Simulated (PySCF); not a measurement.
# CH5FGeO: a tour of settings

Aim: see how CH5FGeO (`C[O][GeH2][F]`) answers to the choice of functional, basis, grid and SCF options, and what happens with inputs that are wrong on purpose.

Programs: PySCF 2.14.0, with density-fitted response routines of our own. Each step states its level of theory. These are calculated values for one molecule in the gas phase, unless marked as measured. Atoms are numbered from 0 throughout.

## (1) The molecule as given

9 atoms, charge 0, multiplicity 1; geometry from: GFN2-xTB.

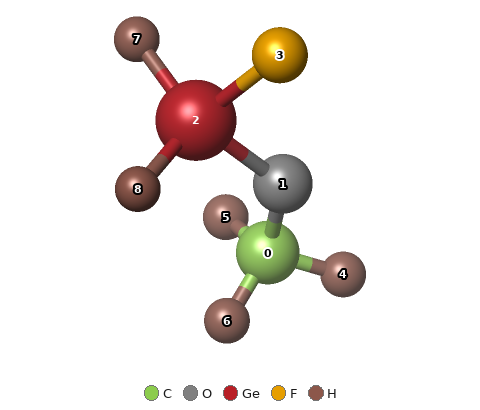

The starting geometry (carbon green, oxygen grey, germanium red, fluorine amber, hydrogen brown), atoms numbered.

## (2) TDDFT and polarisability: PBE0/def2-SVPD

What the job is given:

```
{"job": {"kind": "uv", "xc": "PBE0", "basis": "def2-SVPD", "nstates": 1, "ntriplets": 2, "tda": true, "scf": {"aux": "def2-qzvpp-jkfit"}}, "charge": 0, "multiplicity": 1}
C      1.437806     0.089099     0.422282
O      0.225636    -0.602040     0.192883
Ge    -1.340595    -0.019187    -0.254063
F     -2.177769    -1.518039    -0.308499
H      2.183060    -0.662185     0.686165
H      1.343647     0.801443     1.244489
H      1.770703     0.621481    -0.471024
H     -2.021346     0.773821     0.827221
H     -1.407580     0.521599    -1.655678
```

Method: TDA PBE0/def2-SVPD, vertical, gas phase, core orbitals frozen in the response.

Launch:

```
$ OMP_NUM_THREADS=1 python probes_run.py task.json out
```

This one command runs all jobs of the session in turn.

Log:

```text
final grid: 73920 points
cycle   1  E = -2292.1819569041  dE = -3.085e-01  |g| = 8.874e-01  |ddm| = 3.537e+00
cycle   2  E = -2291.8729000239  dE =  3.091e-01  |g| = 1.582e+00  |ddm| = 2.204e+00
cycle   3  E = -2292.3152145051  dE = -4.423e-01  |g| = 1.093e-01  |ddm| = 1.409e+00
cycle   4  E = -2292.3166857125  dE = -1.471e-03  |g| = 5.583e-02  |ddm| = 1.437e-01
cycle   5  E = -2292.3170953480  dE = -4.096e-04  |g| = 1.676e-02  |ddm| = 5.081e-02
cycle   6  E = -2292.3171397088  dE = -4.436e-05  |g| = 3.185e-03  |ddm| = 1.483e-02
cycle   7  E = -2292.3171414154  dE = -1.707e-06  |g| = 3.031e-04  |ddm| = 2.988e-03
cycle   8  E = -2292.3171414310  dE = -1.561e-08  |g| = 1.699e-04  |ddm| = 5.794e-04
cycle   9  E = -2292.3171414379  dE = -6.849e-09  |g| = 2.543e-05  |ddm| = 1.868e-04
cycle  10  E = -2292.3171414381  dE = -1.673e-10  |g| = 3.570e-06  |ddm| = 4.229e-05
converged SCF energy = -2292.3171414381

Static polarisability (au): isotropic 46.002, principal 41.792 43.153 53.061

Singlet excitations
state   eV       nm        f      main configurations
  1   6.5608    189.0   0.00063   H->L 0.98

Triplet excitations (Tamm-Dancoff, eV): 6.2555 6.8995
```

Wall time 9.3 s (1 thread of Arm Neoverse V1, shared host); peak memory 0.55 GiB.

The orbitals next to the gap, with their largest atomic shares:

| orbital | eV | atoms |
| --- | --- | --- |
| HOMO−3 | -11.03 | F3 80 %, O1 7 %, Ge2 6 % |
| HOMO−2 | -10.04 | F3 33 %, Ge2 23 %, H7 14 % |
| HOMO−1 | -8.96 | O1 56 %, C0 16 %, H4 8 % |
| HOMO | -8.28 | O1 57 %, C0 12 %, Ge2 10 % |
| LUMO | -0.23 | Ge2 38 %, O1 14 %, H8 13 % |
| LUMO+1 | 0.48 | Ge2 47 %, H8 14 %, H7 14 % |
| LUMO+2 | 0.59 | Ge2 36 %, O1 16 %, H8 15 % |

Further results of this job:

| property | computed |
| --- | --- |
| dipole moment (D) | 3.44 |
| polarisability (Å³) | 6.82 |
| HOMO–LUMO gap (eV) | 8.05 |
| −ε(HOMO) (eV) | 8.28 |

## (3) Ultraviolet spectrum: wB97X/cc-pCVDZ

Settings changed since step 2:

```diff
@@ -1,2 +1,2 @@
-{"job": {"kind": "uv", "xc": "PBE0", "basis": "def2-SVPD", "nstates": 1, "ntriplets": 2, "tda": true, "scf": {"aux": "def2-qzvpp-jkfit"}}, "charge": 0, "multiplicity": 1}
+{"job": {"kind": "uv", "xc": "wB97X", "basis": "cc-pCVDZ", "nstates": 6, "ntriplets": 2, "tda": false, "max_iter": 2, "scf": {"aux": "def2-universal-jfit", "max_cycle": 96}}, "charge": 0, "multiplicity": 1}
 C      1.437806     0.089099     0.422282
```

Method: wB97X/cc-pCVDZ.

Log:

```text
KeyError: 'Element ge (Z=32) not found in basis cc-pCVDZ version 0'
```

Run time: 0.02 s. Hardware: 1 thread of Arm Neoverse V1, shared host.

**What went wrong.** The basis cc-pCVDZ has no functions for an element of the molecule, so the input was refused before any integral. Cure: choose a basis that covers all elements.

## (4) Indirect couplings: LDA/pcSseg-1

Settings changed since step 3:

```diff
@@ -1,2 +1,2 @@
-{"job": {"kind": "uv", "xc": "wB97X", "basis": "cc-pCVDZ", "nstates": 6, "ntriplets": 2, "tda": false, "max_iter": 2, "scf": {"aux": "def2-universal-jfit", "max_cycle": 96}}, "charge": 0, "multiplicity": 1}
+{"job": {"kind": "j", "xc": "LDA", "basis": "pcSseg-1", "scf": {"aux": "cc-pvdz-ri", "max_cycle": 66}}, "charge": 0, "multiplicity": 1}
 C      1.437806     0.089099     0.422282
```

Method: LDA/pcSseg-1 indirect spin-spin coupling, non-relativistic, gas phase.

Log:

```text
final grid: 73920 points
cycle   1  E = -2292.3565423906  dE = -3.113e-01  |g| = 1.566e+00  |ddm| = 2.703e+00
cycle   2  E = -2290.8983361506  dE =  1.458e+00  |g| = 3.169e+00  |ddm| = 3.383e+00
cycle   3  E = -2292.5155716809  dE = -1.617e+00  |g| = 6.771e-01  |ddm| = 3.091e+00
cycle   4  E = -2292.5916759655  dE = -7.610e-02  |g| = 2.099e-01  |ddm| = 5.390e-01
cycle   5  E = -2292.5952618836  dE = -3.586e-03  |g| = 1.187e-01  |ddm| = 1.898e-01
cycle   6  E = -2292.5973989747  dE = -2.137e-03  |g| = 3.385e-02  |ddm| = 8.305e-02
cycle   7  E = -2292.5975894648  dE = -1.905e-04  |g| = 6.729e-03  |ddm| = 2.785e-02
cycle   8  E = -2292.5975976521  dE = -8.187e-06  |g| = 2.151e-03  |ddm| = 4.975e-03
cycle   9  E = -2292.5975987373  dE = -1.085e-06  |g| = 3.290e-04  |ddm| = 2.040e-03
cycle  10  E = -2292.5975987573  dE = -1.995e-08  |g| = 9.823e-05  |ddm| = 3.369e-04
cycle  11  E = -2292.5975987601  dE = -2.800e-09  |g| = 1.354e-05  |ddm| = 1.352e-04
cycle  12  E = -2292.5975987601  dE = -3.456e-11  |g| = 1.643e-06  |ddm| = 1.397e-05
converged SCF energy = -2292.5975987601

Indirect spin-spin couplings (Hz)
  i      j    bonds     total        FC       PSO       DSO        SD
  0 C    1 O    1     13.232    16.521    -1.676    -0.166    -1.446
  0 C    3 F    3      1.902     2.788    -1.127    -0.585     0.826
  0 C    4 H    1    131.643   130.156     0.398     0.800     0.290
  0 C    5 H    1    123.940   122.288     0.521     0.852     0.279
  0 C    6 H    1    123.935   122.284     0.521     0.852     0.279
  0 C    7 H    3     -0.679    -0.458     0.145    -0.352    -0.013
  0 C    8 H    3     -0.679    -0.458     0.145    -0.352    -0.013
  1 O    3 F    2    -24.828   -26.068     2.881     0.120    -1.762
  1 O    4 H    2    -11.238   -10.355    -0.916    -0.059     0.093
  1 O    5 H    2     -2.046    -1.282    -0.831    -0.015     0.082
  1 O    6 H    2     -2.054    -1.291    -0.831    -0.015     0.082
  1 O    7 H    2     -4.455    -5.197     0.142     0.506     0.094
  1 O    8 H    2     -4.439    -5.181     0.142     0.506     0.094
  3 F    4 H    4     -2.130    -1.281     0.467    -1.334     0.018
  3 F    5 H    4     -1.234     0.001     0.824    -2.089     0.030
  3 F    6 H    4     -1.228     0.002     0.824    -2.085     0.030
  3 F    7 H    2     30.000    34.865    -0.972    -2.756    -1.137
  3 F    8 H    2     29.967    34.832    -0.970    -2.758    -1.137
  4 H    5 H    2     -6.054    -6.386     2.428    -2.385     0.288
  4 H    6 H    2     -6.075    -6.408     2.426    -2.383     0.290
  4 H    7 H    4     -0.385     0.375     1.106    -1.865    -0.002
  4 H    8 H    4     -0.383     0.381     1.109    -1.870    -0.002
  5 H    6 H    2     -4.337    -4.775     2.394    -2.241     0.285
  5 H    7 H    4      0.444     0.275    -0.277     0.435     0.011
  5 H    8 H    4     -0.941     0.047     0.743    -1.724    -0.008
  6 H    7 H    4     -0.941     0.050     0.748    -1.731    -0.008
  6 H    8 H    4      0.438     0.271    -0.274     0.430     0.011
  7 H    8 H    2     38.351    42.866     1.466    -6.043     0.062
```

It took 6.4 s on 1 thread of Arm Neoverse V1, shared host.

A normal end doesn't make this result sound: the fitting basis cc-pvdz-ri is not made for Coulomb and exchange fitting here.

## (5) J couplings: BLYP/3-21G

Settings changed since step 4:

```diff
@@ -1,2 +1,2 @@
-{"job": {"kind": "j", "xc": "LDA", "basis": "pcSseg-1", "scf": {"aux": "cc-pvdz-ri", "max_cycle": 66}}, "charge": 0, "multiplicity": 1}
+{"job": {"kind": "j", "xc": "BLYP", "basis": "3-21G"}, "charge": 0, "multiplicity": 1}
 C      1.437806     0.089099     0.422282
```

Method: BLYP/3-21G indirect spin-spin coupling, non-relativistic, gas phase.

Log:

```text
coarse grid: 35440 points
cycle   1  E = -2281.8013815313  dE = -1.450e+00  |g| = 9.699e-01  |ddm| = 2.594e+00
cycle   2  E = -2280.6341780263  dE =  1.167e+00  |g| = 2.552e+00  |ddm| = 4.084e+00
cycle   3  E = -2281.9681869409  dE = -1.334e+00  |g| = 1.458e-01  |ddm| = 3.452e+00
cycle   4  E = -2281.9677805422  dE =  4.064e-04  |g| = 1.924e-01  |ddm| = 3.670e-01
cycle   5  E = -2281.9740865414  dE = -6.306e-03  |g| = 3.480e-02  |ddm| = 1.704e-01
cycle   6  E = -2281.9743475368  dE = -2.610e-04  |g| = 9.331e-03  |ddm| = 4.166e-02
cycle   7  E = -2281.9743705118  dE = -2.297e-05  |g| = 1.980e-03  |ddm| = 1.053e-02
cycle   8  E = -2281.9743712924  dE = -7.806e-07  |g| = 3.847e-04  |ddm| = 1.850e-03
final grid: 73920 points
cycle   9  E = -2281.9746745023  dE =  3.001e-08  |g| = 8.594e-04  |ddm| = 1.886e-03
cycle  10  E = -2281.9746740003  dE =  5.020e-07  |g| = 1.866e-03  |ddm| = 2.828e-03
cycle  11  E = -2281.9746746440  dE = -6.437e-07  |g| = 1.248e-04  |ddm| = 1.870e-03
cycle  12  E = -2281.9746746470  dE = -3.050e-09  |g| = 3.811e-05  |ddm| = 1.318e-04
cycle  13  E = -2281.9746746473  dE = -2.915e-10  |g| = 5.279e-06  |ddm| = 4.135e-05
converged SCF energy = -2281.9746746473

Indirect spin-spin couplings (Hz)
  i      j    bonds     total        FC       PSO       DSO        SD
  0 C    1 O    1     17.657    19.516    -0.792    -0.187    -0.880
  0 C    3 F    3      0.073     0.204    -0.420    -0.567     0.857
  0 C    4 H    1    110.375   109.216     0.386     0.868    -0.095
  0 C    5 H    1    103.110   101.815     0.464     0.921    -0.091
  0 C    6 H    1    103.103   101.809     0.464     0.921    -0.091
  0 C    7 H    3     -0.646    -0.336     0.039    -0.339    -0.010
  0 C    8 H    3     -0.645    -0.335     0.039    -0.339    -0.010
  1 O    3 F    2    -25.930   -31.192     6.244     0.107    -1.089
  1 O    4 H    2    -10.039    -9.453    -0.605    -0.076     0.096
  1 O    5 H    2     -2.308    -1.904    -0.447    -0.051     0.094
  1 O    6 H    2     -2.317    -1.913    -0.447    -0.051     0.094
  1 O    7 H    2     -2.532    -3.304     0.215     0.486     0.072
  1 O    8 H    2     -2.520    -3.293     0.215     0.486     0.072
  3 F    4 H    4     -2.670    -1.364    -0.010    -1.294    -0.002
  3 F    5 H    4     -1.206     0.351     0.531    -2.031    -0.057
  3 F    6 H    4     -1.206     0.352     0.528    -2.027    -0.058
  3 F    7 H    2     23.972    28.745    -1.343    -2.540    -0.890
  3 F    8 H    2     24.032    28.806    -1.340    -2.542    -0.892
  4 H    5 H    2     -9.698    -9.140     1.040    -2.158     0.560
  4 H    6 H    2     -9.714    -9.158     1.039    -2.156     0.561
  4 H    7 H    4     -0.867     0.546     0.414    -1.825    -0.001
  4 H    8 H    4     -0.862     0.554     0.415    -1.830    -0.001
  5 H    6 H    2     -7.484    -7.069     1.031    -2.007     0.562
  5 H    7 H    4      0.818     0.508    -0.161     0.455     0.017
  5 H    8 H    4     -1.333     0.096     0.249    -1.679     0.001
  6 H    7 H    4     -1.335     0.099     0.252    -1.686     0.001
  6 H    8 H    4      0.815     0.507    -0.160     0.451     0.017
  7 H    8 H    2     36.691    42.188     0.336    -5.879     0.047
```

It took 7.3 s on 1 thread of Arm Neoverse V1, shared host.

The basis is not made for couplings: without tight functions at the nuclei these values are rough.

Couplings of 1 Hz or more over one to four bonds, nine at most for each number, with means over like pairs (isotopes 13C, 19F, 1H, 17O):

| pair | bonds | J (Hz) | Fermi contact (Hz) |
| --- | --- | --- | --- |
| C0–H4 | 1 | 105.5 | 104.3 |
| C0–O1 | 1 | 17.7 | 19.5 |
| H7–H8 | 2 | 36.7 | 42.2 |
| O1–F3 | 2 | -25.9 | -31.2 |
| F3–H7 | 2 | 24.0 | 28.8 |
| H4–H5 | 2 | -9.0 | -8.5 |
| O1–H4 | 2 | -4.9 | -4.4 |
| O1–H7 | 2 | -2.5 | -3.3 |
| F3–H4 | 4 | -1.7 | -0.2 |

Means hide unlike values in this fixed geometry: O1–H4 from -10.0 to -2.3 Hz. They hold only if the pairs exchange fast.

The response was solved for the nuclei of C, F, H, O alone, so couplings that need other nuclei can be missing.

Quadrupole couplings from the field gradients of the same density:

| atom | isotope | eQq/h (MHz) | η |
| --- | --- | --- | --- |
| Ge2 | 73Ge | 60.1 | 0.34 |
| O1 | 17O | -10.2 | 0.58 |

## (6) Spin-spin couplings: B3LPY/3-21G

Settings changed since step 5:

```diff
@@ -1,2 +1,2 @@
-{"job": {"kind": "j", "xc": "BLYP", "basis": "3-21G"}, "charge": 0, "multiplicity": 1}
+{"job": {"kind": "j", "xc": "B3LPY", "basis": "3-21G", "scf": {"conv": 0.1, "aux": "def2-universal-jfit", "max_cycle": 72}}, "charge": 0, "multiplicity": 1}
 C      1.437806     0.089099     0.422282
```

Level: B3LPY/3-21G.

Log:

```text
KeyError: "LibXCFunctional: name 'B3LPY' not found."
```

Wall time 0.09 s (1 thread of Arm Neoverse V1, shared host).

**What went wrong.** No functional is called B3LPY: the name is misspelt. The remedy is to type the name correctly.

## (7) Outcome

| quantity | value |
| --- | --- |
| lowest singlet (PBE0/def2-SVPD) | 6.56 eV (189 nm), f = 0.001 |
| lowest triplet | 6.26 eV |
| largest coupling of the table (BLYP/3-21G) | 1J(C,H) C0–H4, 105.5 Hz (mean over like pairs) |
| property runs in this session | 5, of which 2 failed and 1 gave unsound results |

In words: Single values in the summary come from the first sound run of each kind (PBE0/def2-SVPD; BLYP/3-21G), which need not be the best level. The first singlet state (HOMO→LUMO 0.98) lies at 6.56 eV and is dark. The lowest triplet lies 0.31 eV below the lowest singlet. The basis of BLYP/3-21G has no polarisation functions, so its couplings are far from converged. Of the pairs tabulated at BLYP/3-21G, C0–H4 (mean over like pairs) couples most strongly (105.5 Hz; Fermi contact 104.3 Hz). Spin-orbit coupling is left out, which matters for shieldings and couplings at and beside the heavy atoms. Couplings from bases without tight functions are rough.
